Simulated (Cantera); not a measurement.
Feed: 1 mol C, 1.7 mol H2, 10 mol N2, held at 133 Pa.

Cantera equilibrium calculation (NASA polynomials, part measured and part estimated; ideal gas, pure solids and liquids). Candidate condensed phases: C, C6H6, C7H8, C8H18; 92 gas species. Equilibrium is a limit: real reactors are often held back by kinetics, nucleation or transport.

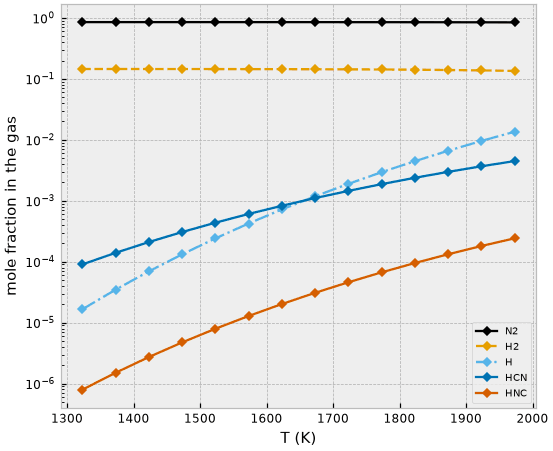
Figure: Equilibrium gas composition (values under 1e-9 drawn at 1e-9)

Q: Read off the mole fractions at 1973 K.

A: N2 about 0.85, H2 about 0.14, H about 0.014, HCN about 0.0045, HNC about 0.00024.
